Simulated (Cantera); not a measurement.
Feed: 1 mol CaO, a varied amount of NF₃, 28 mol H₂, held at 1175 K and 1000 Pa.

Cantera equilibrium calculation (NASA polynomials, part measured and part estimated; ideal gas, pure solids and liquids). Candidate condensed phases: Ca, CaF₂, CaO, Ca(OH)₂, H₂O; 47 gas species. Rates play no part.

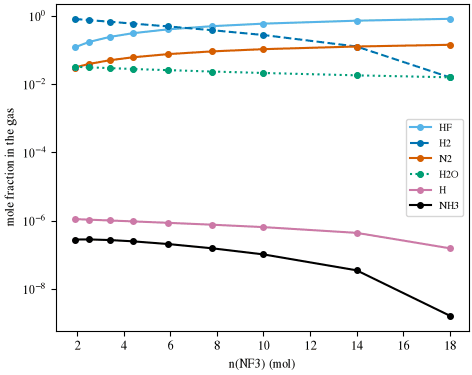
*Equilibrium gas composition (values under 1e-9 drawn at 1e-9)*

From 1.9 mol NF₃ to 18 mol NF₃ the condensed part is CaF₂(s). The main Ca-bearing gas is CaF₂ throughout.
